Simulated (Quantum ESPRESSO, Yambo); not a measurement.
# SnO2 (Cassiterite): G0W0 in Yambo against the screening cutoff

Wanted: the cheapest screening cutoff that holds the gap of SnO2 (Cassiterite).

Method: PBE and many-body steps on it, plane waves, in Yambo 5.3.0.

**1. The starting structure**

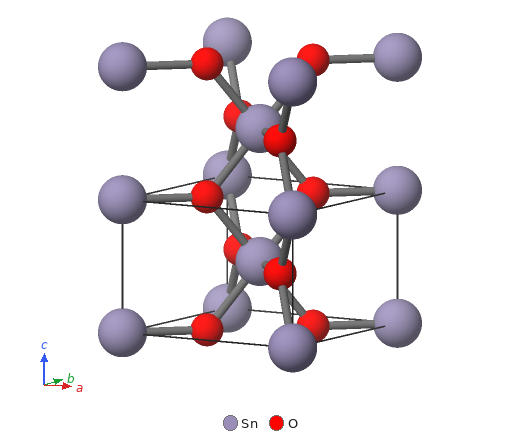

Start, viewed from a free direction; tin purple, oxygen red. 1×1×2 cells are drawn. Some periodic images of atoms are drawn too.

Coordinates:

```cif
data_structure
_symmetry_space_group_name_H-M 'P 1'
_symmetry_Int_Tables_number 1
_cell_length_a 4.7380
_cell_length_b 4.7380
_cell_length_c 3.1865
_cell_angle_alpha 90.000
_cell_angle_beta 90.000
_cell_angle_gamma 90.000
_cell_volume 71.53
loop_
_atom_site_label
_atom_site_type_symbol
_atom_site_fract_x
_atom_site_fract_y
_atom_site_fract_z
_atom_site_occupancy
Sn1 Sn 0.00000 0.00000 0.00000 1
Sn2 Sn 0.50000 0.50000 0.50000 1
O3 O 0.30710 0.30710 0.00000 1
O4 O 0.19290 0.80710 0.50000 1
O5 O 0.69290 0.69290 0.00000 1
O6 O 0.80710 0.19290 0.50000 1
```

The cell and positions come from the Crystallography Open Database and are kept as given unless a step says otherwise.

**2. 2.25 Ha**

This step: Yambo 5.3.0; G0W0 on PBE, plane waves, norm-conserving pseudopotentials.

G0W0 replaces the xc potential by the self-energy, built once from these orbitals. Only a window of levels is corrected, while the sums run over the empty bands that the input names.

The input, gw7.in:

```
HF_and_locXC
gw0
dyson
ppa
em1d
rim_cut
RandQpts= 1000000
RandGvec= 1 RL
EXXRLvcs= 84 Ry
VXCRLvcs= 336 Ry
Chimod= "HARTREE"
% BndsRnXp
 1 | 109 |
%
NGsBlkXp= 4.5 Ry
% LongDrXp
 1 | 1 | 1 |
%
% GbndRnge
 1 | 109 |
%
DysSolver= "n"
ExtendOut
PPAPntXp= 27.21138 eV
% QPkrange
 1 | 1 | 33 | 36 |
%
```

Launch:

```
OMP_NUM_THREADS=2 mpirun -n 4 yambo -F gw7.in -J gw7 -C gw7 > gw7.log
```

Output:

```text
 Yambo, version 5.3.0

 [02] CORE Variables Setup
 =========================

  [... cell, symmetries and grids as in the set-up ...]

  [02.05] Energies & Occupations
  ==============================

  [X] === General ===
  [X] Electronic Temperature                        :  0.000000  0.000000 [eV K]
  [X] Bosonic    Temperature                        :  0.000000  0.000000 [eV K]
  [X] Finite Temperature mode                       : no
  [X] El. density                                   :  0.95062E+24 [cm-3]
  [X] Fermi Level                                   :  11.24814 [eV]

  [X] === Gaps and Widths ===
  [X] Conduction Band Min                           :  1.288898 [eV]
  [X] Valence Band Max                              :  0.000000 [eV]
  [X] Filled Bands                                  :   34
  [X] Empty Bands                                   :    35   332
  [X] Direct Gap                                    :  1.288898 [eV]
  [X] Direct Gap localized at k                     :  1
  [X] Indirect Gap                                  :  1.288898 [eV]
  [X] Indirect Gap between kpts                     :  1  1
  [X] Last valence band width                       :  1.252534 [eV]
  [X] 1st conduction band width                     :  5.193994 [eV]

 [03] Transferred momenta grid and indexing
 ==========================================

 IBZ Q-points                                      :  21
 BZ  Q-points                                      :   64

 K/Q-points units:
 rlu = crystal or reduced units; cc = cartesian coordinates; iku = interal k-units

 Q [ 1]         [rlu]:  0.000000  0.000000  0.000000
 Q [ 2]         [rlu]:  0.000000  0.000000  0.250000
 Q [ 3]         [rlu]:  0.000000  0.000000 -0.500000
 Q [ 4]         [rlu]:  0.000000  0.250000  0.000000
 Q [ 5]         [rlu]:  0.000000  0.250000  0.250000
 Q [ 6]         [rlu]:  0.000000  0.250000 -0.500000
 Q [ 7]         [rlu]:  0.000000 -0.500000  0.000000
 Q [ 8]         [rlu]:  0.000000 -0.500000  0.250000
 Q [ 9]         [rlu]:  0.000000 -0.500000 -0.500000
 Q [10]         [rlu]:  0.250000  0.250000  0.000000
     [... 9 further rows ...]
 Q [20]         [rlu]: -0.250000  0.250000 -0.250000
 Q [21]         [rlu]: -0.250000  0.250000  0.500000

 [04] Coloumb potential Random Integration (RIM)
 ===============================================

  [04.01] RIM initialization
  ==========================

  * Diagonal components only detected *

  8 x (sBL volume)        :  0.064232 [a.u.]
  sBZ random points       :  1000000
  Points outside the sBZ  :   7992674
  RL volume               :  0.513853 [a.u.]
  Integrated volume       :  0.514324 [a.u.]

  [04.02] RIM integrals
  =====================

  Gamma point sphere radius             :  0.072644 [a.u.]
  Points outside the sphere             :   799713
  [Int_sBZ(q=0) 1/q^2]*(Vol_sBZ)^(-1/3) =:  7.541870
                                 should be <:  7.795600

  Summary of Coulomb integrals for non-metallic bands |Q|[au] RIM/Bare

  Q [1] 0.100000E-4 0.967452 * Q [4] 0.175439 0.953374
  Q [19] 0.248108 0.995592 * Q [10] 0.248108 0.994735
  Q [2] 0.260860 1.178302 * Q [5] 0.314367 1.089818
  Q [7] 0.350878 0.993213 * Q [11] 0.360008 1.051976
  Q [20] 0.360008 1.053430 * Q [13] 0.392293 0.996431
  Q [8] 0.437222 1.022065 * Q [14] 0.471107 1.016278
  Q [16] 0.496216 0.999063 * Q [3] 0.521720 1.045184
  Q [6] 0.550427 1.036830 * Q [17] 0.560605 1.008497
  Q [12] 0.577710 1.030447 * Q [21] 0.577710 1.030360
  Q [9] 0.628734 1.021636 * Q [15] 0.652752 1.018623
  Q [18] 0.720015 1.012895

 [WARNING] [Xp] User bands 1-109 break level degeneracy

 [05] Dipoles
 ============

  [05.01] Setup: observables and procedures
  =========================================

  [WARNING] [x,Vnl] slows the Dipoles computation. To neglect it rename the ns.kb_pp file

 [06] Dynamic Dielectric Matrix (PPA)
 ====================================

 [WR./gw7//ndb.pp]---------------------------------------------------------------
  Brillouin Zone Q/K grids (IBZ/BZ)                :   21   64   21   64
  RL vectors                                       :   7807 [WF]
  Coulomb cutoff potential                         : none
  Electronic Temperature                           :  0.000000 [K]
  Bosonic    Temperature                           :  0.000000 [K]
  PPA    diel. fun.  energies                      : Perdew, Burke & Ernzerhof(X)+Perdew, Burke & Ernzerhof(C)
  wavefunctions                                    : Perdew, Burke & Ernzerhof(X)+Perdew, Burke & Ernzerhof(C)
  Global Gauge                                     : length
  X matrix size                                    :   69
  X band range                                     :    1  109
  X e/h energy range                               : -1.000000 -1.000000 [eV]
  X Time ordering                                  : R
  X Hxc Kernel                                     : HARTREE
  X Drude frequency                                :  0.000000  0.000000
  X poles                                          :  100.0000 [o/o]
  RL vectors in the sum                            :   7807
  [r,Vnl] included                                 : yes
  Field direction                                  :  0.577350E-5  0.577350E-5  0.577350E-5
  BZ energy Double Grid                            : no
  BZ energy DbGd points                            : 0
  BZ Q point size factor                           : -1.000000
  X Optical Averaged directions                    : none

 [07] Local Exchange-Correlation + Non-Local Fock
 ================================================

 [VXC] Plane waves :   50163
 [EXS] Plane waves :   6281

 QP @ state[ 1 ] K range:  1  1
 QP @ state[ 1 ] b range:   33   36

 [xc] Functional : Perdew, Burke & Ernzerhof(X)+Perdew, Burke & Ernzerhof(C)
 [xc] LIBXC used to calculate xc functional
  PP Number of Atomic Species                      :  2
  NLCC RL compoments                               :   50163
  PP Number of Atomic Species                      :  2
  NLCC RL compoments                               :   50163

 [xc] E_xc :  -50.05441 [Ha]
      E_xc :  -100.1088 [Ry]

  Local XC kind (lXC) : Perdew, Burke & Ernzerhof(X)+Perdew, Burke & Ernzerhof(C)
  Non-Local XC kind (nlXC) : Hartree-Fock

  Corrections @ K [1] :  [eV]
 <33|nlXC|33> = -25.49674  0.49314E-17 <33|lXC|33> = -19.98044 -0.28323E-15
 <34|nlXC|34> = -26.18293 -0.23668E-16 <34|lXC|34> = -20.31379  0.12213E-22
 <35|nlXC|35> = -12.63273  0.10148E-17 <35|lXC|35> = -16.49765  0.10730E-18
 <36|nlXC|36> = -10.66763 -0.57744E-18 <36|lXC|36> = -16.29486  0.13994E-19

 [08] Dyson equation: Newton solver
 ==================================

  [08.01] G0W0 (W PPA)
  ====================

  [  GW  ] Bands range     :    1  109
  [GW/PPA] G damping       :  0.100000 [eV]

  QP @ state[ 1 ] K range:  1  1
  QP @ state[ 1 ] b range:   33   36

   Sc/G bands                                       :    1  109
   Sc/G damping                                     :  0.100000 ev
   Sc bands terminator                              : no
   Sx RL components                                 :   6281

   QP @ state[ 1 ] K range                          :  1  1
   QP @ state[ 1 ] b range                          :   33   36
   GF energies kind                                 : Perdew, Burke & Ernzerhof(X)+Perdew, Burke & Ernzerhof(C)
   GF WF`s kind                                     : Perdew, Burke & Ernzerhof(X)+Perdew, Burke & Ernzerhof(C)
   Xs energies kind                                 : Perdew, Burke & Ernzerhof(X)+Perdew, Burke & Ernzerhof(C)
   Xs WF`s kind                                     : Perdew, Burke & Ernzerhof(X)+Perdew, Burke & Ernzerhof(C)

 [11] Game Over & Game summary
```

The job ended after 2 min (4 MPI ranks of Arm Neoverse V2, shared host; peak memory 4 GiB).

Numbers from this step:

```yaml
g0w0_gap_on_the_points_computed: 2.670 eV
starting_gap_on_the_mesh: 1.289 eV
k_of_the_valence_top: 0, 0, 0
k_of_the_conduction_bottom: 0, 0, 0
least_direct_g0w0_gap_on_the_computed_points: 2.670 eV
z_at_the_valence_top: 0.7967
z_at_the_conduction_bottom: 0.8492
```

The gap on the mesh goes from 1.29 eV to 2.67 eV, a correction of +1.38 eV.

**3. 3.5 Ha**

The input, gw8.in:

```
HF_and_locXC
gw0
dyson
ppa
em1d
rim_cut
RandQpts= 1000000
RandGvec= 1 RL
EXXRLvcs= 84 Ry
VXCRLvcs= 336 Ry
Chimod= "HARTREE"
% BndsRnXp
 1 | 109 |
%
NGsBlkXp= 7 Ry
% LongDrXp
 1 | 1 | 1 |
%
% GbndRnge
 1 | 109 |
%
DysSolver= "n"
ExtendOut
PPAPntXp= 27.21138 eV
% QPkrange
 1 | 1 | 33 | 36 |
%
```

Launch:

```
OMP_NUM_THREADS=2 mpirun -n 4 yambo -F gw8.in -J gw8 -C gw8 > gw8.log
```

Output:

```text
 Yambo, version 5.3.0

 [02] CORE Variables Setup
 =========================

  [... cell, symmetries and grids as in the set-up ...]

  [02.05] Energies & Occupations
  ==============================

  [X] === General ===
  [X] Electronic Temperature                        :  0.000000  0.000000 [eV K]
  [X] Bosonic    Temperature                        :  0.000000  0.000000 [eV K]
  [X] Finite Temperature mode                       : no
  [X] El. density                                   :  0.95062E+24 [cm-3]
  [X] Fermi Level                                   :  11.24814 [eV]

  [X] === Gaps and Widths ===
  [X] Conduction Band Min                           :  1.288898 [eV]
  [X] Valence Band Max                              :  0.000000 [eV]
  [X] Filled Bands                                  :   34
  [X] Empty Bands                                   :    35   332
  [X] Direct Gap                                    :  1.288898 [eV]
  [X] Direct Gap localized at k                     :  1
  [X] Indirect Gap                                  :  1.288898 [eV]
  [X] Indirect Gap between kpts                     :  1  1
  [X] Last valence band width                       :  1.252534 [eV]
  [X] 1st conduction band width                     :  5.193994 [eV]

 [03] Transferred momenta grid and indexing
 ==========================================

 IBZ Q-points                                      :  21
 BZ  Q-points                                      :   64

 K/Q-points units:
 rlu = crystal or reduced units; cc = cartesian coordinates; iku = interal k-units

 Q [ 1]         [rlu]:  0.000000  0.000000  0.000000
 Q [ 2]         [rlu]:  0.000000  0.000000  0.250000
 Q [ 3]         [rlu]:  0.000000  0.000000 -0.500000
[...]
================================================

 [VXC] Plane waves :   50163
 [EXS] Plane waves :   6281

 QP @ state[ 1 ] K range:  1  1
 QP @ state[ 1 ] b range:   33   36

 [xc] Functional : Perdew, Burke & Ernzerhof(X)+Perdew, Burke & Ernzerhof(C)
 [xc] LIBXC used to calculate xc functional
  PP Number of Atomic Species                      :  2
  NLCC RL compoments                               :   50163
  PP Number of Atomic Species                      :  2
  NLCC RL compoments                               :   50163

 [xc] E_xc :  -50.05441 [Ha]
      E_xc :  -100.1088 [Ry]

  Local XC kind (lXC) : Perdew, Burke & Ernzerhof(X)+Perdew, Burke & Ernzerhof(C)
  Non-Local XC kind (nlXC) : Hartree-Fock

  Corrections @ K [1] :  [eV]
 <33|nlXC|33> = -25.49674  0.49314E-17 <33|lXC|33> = -19.98044 -0.28323E-15
 <34|nlXC|34> = -26.18293 -0.23668E-16 <34|lXC|34> = -20.31379  0.12213E-22
 <35|nlXC|35> = -12.63273  0.10148E-17 <35|lXC|35> = -16.49765  0.10730E-18
 <36|nlXC|36> = -10.66763 -0.57744E-18 <36|lXC|36> = -16.29486  0.13994E-19

 [08] Dyson equation: Newton solver
 ==================================

  [08.01] G0W0 (W PPA)
  ====================

  [  GW  ] Bands range     :    1  109
  [GW/PPA] G damping       :  0.100000 [eV]

  QP @ state[ 1 ] K range:  1  1
  QP @ state[ 1 ] b range:   33   36

   Sc/G bands                                       :    1  109
   Sc/G damping                                     :  0.100000 ev
   Sc bands terminator                              : no
   Sx RL components                                 :   6281

   QP @ state[ 1 ] K range                          :  1  1
   QP @ state[ 1 ] b range                          :   33   36
   GF energies kind                                 : Perdew, Burke & Ernzerhof(X)+Perdew, Burke & Ernzerhof(C)
   GF WF`s kind                                     : Perdew, Burke & Ernzerhof(X)+Perdew, Burke & Ernzerhof(C)
   Xs energies kind                                 : Perdew, Burke & Ernzerhof(X)+Perdew, Burke & Ernzerhof(C)
   Xs WF`s kind                                     : Perdew, Burke & Ernzerhof(X)+Perdew, Burke & Ernzerhof(C)

 [11] Game Over & Game summary
```

Run time: 2.4 min. Hardware: 4 MPI ranks; peak memory 4 GiB; 16 min of CPU time.

Numbers from this step:

| Item | Value |
| --- | --- |
| G0W0 gap on the points computed | 2.723 eV |
| starting gap on the mesh | 1.289 eV |
| k of the valence top | 0, 0, 0 |
| k of the conduction bottom | 0, 0, 0 |
| least direct G0W0 gap on the computed points | 2.723 eV |
| Z at the valence top | 0.7884 |
| Z at the conduction bottom | 0.8424 |

Against the run before, the gap moves by +0.053 eV.

(Continued in part 2 of 2.)

[Paths, hosts, dates, memory and timing lines, banners, echoed tables and standing remarks are left out of the program output.]

[Logs are printed without paths, hosts, clocks, repeated set-up lines and the standing remarks that a program may print on its own settings, such as how far it seeks lower states.]

[Runs of the session that timed out or met a known fault of the program may be left out.]

[Hosts, paths, dates, database ids (printed as entryN), source tags and the programs' standing remarks are cut or masked in the printed files.]
